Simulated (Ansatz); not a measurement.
Sn₃Ge₂₉, 64 atoms, a = 11.70 Å, b = 11.71 Å, c = 11.71 Å, α = 90.00°, β = 90.01°, γ = 90.05°.

Space group P1.

Method: Ansatz, DFT PBE, scalar-relativistic, plane waves, PAW.

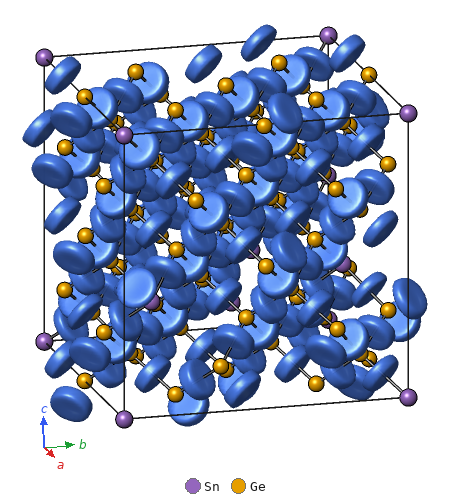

Sn₃Ge₂₉. Isosurface of the ELF at 0.55 (blue), seen slightly off an axis. Only the valence region is drawn (cores and ρ < 0.01 e/Å³ removed). Sticks mark near contacts.

In a PAW calculation such maps are meaningful between the atoms, not at the nuclei.

Q: Describe the localisation domains.

A: The ELF exceeds this value in 105 regions between bonded Ge–Ge atoms (shared pairs), 22 regions between bonded Ge–Sn atoms (shared pairs) and one region between bonded Sn–Sn atoms (shared pairs), counted in one cell of 64 atoms. Any copies at cell faces, edges or corners count once. Along the contacts the grid gives the following. Ge–Ge (2.47 Å): the ELF peaks at about 0.75 between the atoms, as expected for a covalent bond. Sn–Ge (2.62 Å): the ELF peaks at about 0.70 between the atoms.
